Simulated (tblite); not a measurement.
# Geometry relaxation, with input and output: C₂H₉BSi (part 2 of 2)

The same run, continued: C₂H₉BSi; GFN2-xTB geometry optimisation, gas phase (tblite 0.8.0). It belongs to a series of runs on one base structure; here: constitutional isomer.

Geometry of the input (Å):
```
B  -0.3747  1.5649  -0.3655
C  -0.1346  0.0065  -0.4548
C  -1.2044  -0.7250  0.3039
Si 1.5820  -0.4090  0.1128
H  0.0204  2.1405  0.5857
H  -1.3884  1.9558  -0.8626
H  -0.1993  -0.2612  -1.5172
H  -1.1988  -0.4325  1.3860
H  -2.1897  -0.4306  -0.1511
H  -1.0863  -1.8207  0.1919
H  2.5201  0.5428  -0.4953
H  1.9719  -1.7691  -0.3380
H  1.6773  -0.3620  1.5865
```

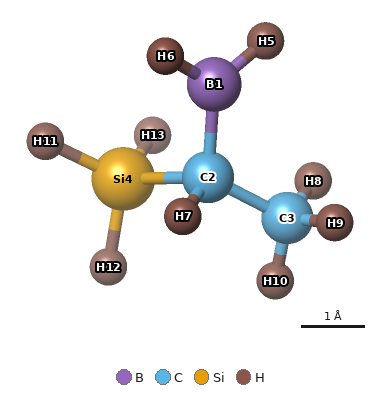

The geometry at step 63 of the log (ball-and-stick view, seen at a tilt; atoms are numbered from 1 in the order of the input).

Trajectory as extended XYZ, continued
```
13
Properties=species:S:1:pos:R:3:forces:R:3 step=34 energy=-321.36548
B    -0.4973    1.5932   -0.3086   -0.1070   0.4630   0.1600
C    -0.1941    0.0777   -0.4879   -0.3020   0.2960  -0.0420
C    -1.1441   -0.7938    0.3467   -0.0650   0.0140   0.0950
Si    1.5679   -0.3876    0.0761    0.1030  -0.0060  -0.0040
H    -0.5599    2.0630    0.7742   -0.0060  -0.1720  -0.1420
H    -0.7303    2.3259   -1.2107    0.2240  -0.2760   0.1290
H    -0.3009   -0.1950   -1.5410    0.0490  -0.2060  -0.0020
H    -1.0705   -0.5295    1.3993   -0.0130   0.0200   0.0380
H    -2.1846   -0.6343    0.0467    0.1930  -0.1760  -0.0350
H    -0.8793   -1.8487    0.2546   -0.2180   0.0410  -0.0700
H     2.5821    0.4171   -0.6021    0.0320   0.0340   0.0000
H     1.6949   -1.7968   -0.3010    0.1180  -0.0960  -0.0090
H     1.7116   -0.2906    1.5360   -0.0090   0.0630  -0.1180
13
Properties=species:S:1:pos:R:3:forces:R:3 step=40 energy=-321.42542
B    -0.4852    1.5945   -0.2981    0.0250  -0.1630   0.0710
C    -0.2342    0.0781   -0.5035    0.0110  -0.1070   0.0230
C    -1.1550   -0.7937    0.3590   -0.0610   0.0090   0.0200
Si    1.5535   -0.3675    0.0463    0.0350   0.0120  -0.0390
H    -0.7195    1.9329    0.7976   -0.0330   0.2060  -0.0210
H    -0.4756    2.3638   -1.1798    0.1120  -0.0060   0.0360
H    -0.3173   -0.2392   -1.5472   -0.0210   0.0010  -0.0040
H    -1.0566   -0.4963    1.3996   -0.0660  -0.0960   0.0750
H    -2.1926   -0.6447    0.0682   -0.0680  -0.0440  -0.0220
H    -0.9281   -1.8578    0.2770    0.0140   0.0690  -0.0260
H     2.5335    0.4561   -0.6553    0.0640   0.0270  -0.0370
H     1.7383   -1.7879   -0.2773    0.0250   0.0120  -0.0450
H     1.7343   -0.2376    1.4958   -0.0380   0.0790  -0.0320
13
Properties=species:S:1:pos:R:3:forces:R:3 step=46 energy=-321.46757
B    -0.4605    1.5748   -0.2684   -0.0440   0.1200   0.1850
C    -0.2647    0.0547   -0.4721   -0.0310   0.1190  -0.0350
C    -1.1899   -0.8139    0.3828    0.0790  -0.0480  -0.0830
Si    1.5618   -0.3452   -0.0004   -0.1110   0.0130   0.0430
H    -0.8379    1.9888    0.7718    0.0770  -0.1000  -0.1900
H    -0.2351    2.3369   -1.1223    0.0880   0.0510  -0.0920
H    -0.3537   -0.2568   -1.5193   -0.0430   0.0570   0.0460
H    -1.1014   -0.5474    1.4331   -0.0510  -0.0240  -0.0050
H    -2.2286   -0.6866    0.0776    0.0400   0.0350   0.0310
H    -0.9330   -1.8604    0.2665   -0.0380  -0.2530   0.0730
H     2.5501    0.4697   -0.7046   -0.0420   0.0100  -0.0710
H     1.7683   -1.7666   -0.2987    0.0190  -0.0030  -0.0380
H     1.7200   -0.1474    1.4362    0.0580   0.0210   0.1360
13
Properties=species:S:1:pos:R:3:forces:R:3 step=52 energy=-321.48539
B    -0.4367    1.5725   -0.2572    0.0020  -0.0330  -0.0230
C    -0.2822    0.0483   -0.4603   -0.0360  -0.0170   0.0180
C    -1.2000   -0.8372    0.3877   -0.0260  -0.0210  -0.0050
Si    1.5519   -0.3256   -0.0036    0.0060   0.0140   0.0250
H    -0.8884    1.9863    0.7384    0.0010   0.0500   0.0480
H    -0.0761    2.3200   -1.0806    0.0190   0.0210  -0.0390
H    -0.3815   -0.2516   -1.5074    0.0240   0.0120  -0.0150
H    -1.1295   -0.5751    1.4422    0.0220  -0.0140  -0.0420
H    -2.2357   -0.6958    0.0798   -0.0090  -0.0230   0.0080
H    -0.9608   -1.8962    0.2822    0.0130   0.0300  -0.0060
H     2.5102    0.4877   -0.7561   -0.0540   0.0040  -0.0010
H     1.7947   -1.7395   -0.3148   -0.0160   0.0000   0.0270
H     1.7298   -0.0932    1.4318    0.0530  -0.0230   0.0050
13
Properties=species:S:1:pos:R:3:forces:R:3 step=58 energy=-321.48910
B    -0.4390    1.5808   -0.2593    0.0110   0.0310  -0.0180
C    -0.2907    0.0560   -0.4566    0.0370  -0.0240   0.0120
C    -1.1998   -0.8441    0.3828   -0.0060  -0.0030   0.0180
Si    1.5424   -0.3231    0.0107    0.0140   0.0000  -0.0100
H    -0.8728    2.0159    0.7382    0.0120  -0.0040  -0.0040
H    -0.0802    2.3167   -1.0988   -0.0070  -0.0160   0.0250
H    -0.3732   -0.2381   -1.5074   -0.0050  -0.0100   0.0040
H    -1.1210   -0.5893    1.4374   -0.0240   0.0070   0.0050
H    -2.2393   -0.7159    0.0826   -0.0010  -0.0100   0.0030
H    -0.9443   -1.8983    0.2731   -0.0050   0.0070  -0.0330
H     2.4885    0.4851   -0.7605   -0.0220   0.0140   0.0080
H     1.7707   -1.7392   -0.3057   -0.0100   0.0100   0.0300
H     1.7545   -0.1059    1.4457    0.0060  -0.0030  -0.0380
13
Properties=species:S:1:pos:R:3:forces:R:3 step=63 energy=-321.48996
B    -0.4336    1.5776   -0.2578    0.0030  -0.0120   0.0110
C    -0.2906    0.0511   -0.4545   -0.0190   0.0170  -0.0030
C    -1.2051   -0.8457    0.3827    0.0020   0.0020  -0.0050
Si    1.5432   -0.3207    0.0087   -0.0020  -0.0020   0.0000
H    -0.8735    2.0142    0.7360    0.0070  -0.0060   0.0030
H    -0.0593    2.3122   -1.0889   -0.0010   0.0090  -0.0160
H    -0.3727   -0.2439   -1.5054   -0.0040  -0.0010   0.0090
H    -1.1295   -0.5896    1.4371   -0.0070  -0.0170   0.0090
H    -2.2444   -0.7169    0.0821    0.0030   0.0070  -0.0140
H    -0.9516   -1.8994    0.2676    0.0000  -0.0040   0.0040
H     2.4724    0.4987   -0.7680    0.0100   0.0090  -0.0100
H     1.7765   -1.7366   -0.2968    0.0000  -0.0140   0.0070
H     1.7639   -0.1005    1.4395    0.0080   0.0100   0.0070
13
Properties=species:S:1:pos:R:3:forces:R:3 step=69 energy=-321.49028
B    -0.4310    1.5788   -0.2571   -0.0040  -0.0010   0.0000
C    -0.2916    0.0525   -0.4518    0.0100  -0.0060   0.0010
C    -1.2065   -0.8466    0.3823    0.0010  -0.0040  -0.0040
Si    1.5438   -0.3201    0.0091   -0.0030   0.0030   0.0000
H    -0.8643    2.0171    0.7381    0.0010   0.0030   0.0180
H    -0.0636    2.3115   -1.0936    0.0000   0.0010  -0.0040
H    -0.3753   -0.2432   -1.5022    0.0040   0.0000  -0.0030
H    -1.1356   -0.5985    1.4391   -0.0050   0.0090  -0.0060
H    -2.2438   -0.7166    0.0755   -0.0040   0.0000   0.0050
H    -0.9515   -1.8997    0.2640   -0.0040  -0.0080  -0.0050
H     2.4707    0.5013   -0.7705   -0.0010  -0.0120  -0.0030
H     1.7739   -1.7387   -0.2898    0.0010   0.0050   0.0010
H     1.7704   -0.0974    1.4392    0.0020   0.0110   0.0010
13
Properties=species:S:1:pos:R:3:forces:R:3 step=75 energy=-321.49058
B    -0.4296    1.5763   -0.2528    0.0040   0.0000   0.0000
C    -0.2907    0.0497   -0.4511   -0.0080   0.0020  -0.0010
C    -1.2107   -0.8486    0.3781   -0.0050   0.0030   0.0020
Si    1.5447   -0.3180    0.0117    0.0050   0.0000   0.0020
H    -0.8487    2.0146    0.7498    0.0050  -0.0120  -0.0110
H    -0.0721    2.3091   -1.0942   -0.0030   0.0000   0.0090
H    -0.3724   -0.2455   -1.5019    0.0050   0.0090  -0.0040
H    -1.1438   -0.5998    1.4349    0.0000  -0.0040   0.0010
H    -2.2462   -0.7122    0.0673   -0.0020  -0.0080   0.0050
H    -0.9614   -1.9033    0.2596    0.0040   0.0100  -0.0020
H     2.4680    0.4981   -0.7771    0.0040  -0.0030  -0.0070
H     1.7796   -1.7369   -0.2805   -0.0050  -0.0020   0.0060
H     1.7789   -0.0831    1.4386   -0.0050   0.0060  -0.0010
13
Properties=species:S:1:pos:R:3:forces:R:3 step=80 energy=-321.49075
B    -0.4269    1.5757   -0.2510   -0.0050   0.0020   0.0000
C    -0.2919    0.0499   -0.4506    0.0060  -0.0010  -0.0060
C    -1.2130   -0.8492    0.3768    0.0070  -0.0010  -0.0050
Si    1.5451   -0.3161    0.0124   -0.0090   0.0010  -0.0050
H    -0.8431    2.0100    0.7536    0.0000   0.0080   0.0020
H    -0.0720    2.3091   -1.0928    0.0010   0.0030   0.0110
H    -0.3701   -0.2425   -1.5023   -0.0070  -0.0070  -0.0030
H    -1.1476   -0.6032    1.4344    0.0060   0.0020  -0.0020
H    -2.2489   -0.7152    0.0665    0.0030   0.0050  -0.0040
H    -0.9621   -1.9028    0.2559    0.0060  -0.0070   0.0020
H     2.4686    0.4929   -0.7843   -0.0030  -0.0040   0.0000
H     1.7774   -1.7366   -0.2737   -0.0040  -0.0040   0.0100
H     1.7801   -0.0716    1.4374   -0.0010   0.0030  -0.0010
13
Properties=species:S:1:pos:R:3:forces:R:3 step=86 energy=-321.49127
B    -0.4256    1.5753   -0.2430    0.0110   0.0000   0.0080
C    -0.2946    0.0510   -0.4571   -0.0180  -0.0010   0.0040
C    -1.2122   -0.8542    0.3675   -0.0040  -0.0010   0.0100
Si    1.5400   -0.3107    0.0115    0.0250  -0.0140   0.0130
H    -0.8283    1.9997    0.7720   -0.0090   0.0000  -0.0110
H    -0.0695    2.3193   -1.0750   -0.0070  -0.0070   0.0020
H    -0.3706   -0.2402   -1.5092   -0.0110   0.0120  -0.0030
H    -1.1468   -0.6112    1.4260    0.0050   0.0040  -0.0060
H    -2.2494   -0.7210    0.0591    0.0210  -0.0120  -0.0040
H    -0.9562   -1.9072    0.2452   -0.0130   0.0160  -0.0090
H     2.4656    0.4685   -0.8113    0.0010   0.0000  -0.0040
H     1.7601   -1.7413   -0.2317    0.0000   0.0020   0.0050
H     1.7831   -0.0275    1.4284    0.0000   0.0000  -0.0070
13
Properties=species:S:1:pos:R:3:forces:R:3 step=92 energy=-321.49148
B    -0.4231    1.5756   -0.2383   -0.0080   0.0040  -0.0040
C    -0.2954    0.0519   -0.4575    0.0010   0.0030   0.0010
C    -1.2114   -0.8561    0.3653   -0.0010   0.0020  -0.0030
Si    1.5403   -0.3104    0.0114    0.0000  -0.0030  -0.0020
H    -0.8277    1.9988    0.7760   -0.0050   0.0000   0.0010
H    -0.0691    2.3211   -1.0699   -0.0010  -0.0080   0.0040
H    -0.3754   -0.2341   -1.5108    0.0070   0.0050   0.0010
H    -1.1460   -0.6141    1.4238   -0.0010  -0.0050  -0.0010
H    -2.2480   -0.7263    0.0556   -0.0020   0.0090   0.0000
H    -0.9553   -1.9081    0.2389    0.0040   0.0010   0.0040
H     2.4667    0.4576   -0.8211    0.0000  -0.0010  -0.0030
H     1.7546   -1.7441   -0.2155    0.0040  -0.0050   0.0020
H     1.7855   -0.0114    1.4244    0.0030  -0.0010  -0.0010
```

Results in brief

```tsv
quantity	value
outcome	converged
total energy	−321.4915 eV
hardware	1 CPU thread, shared host
peak memory	0.18 GiB
```
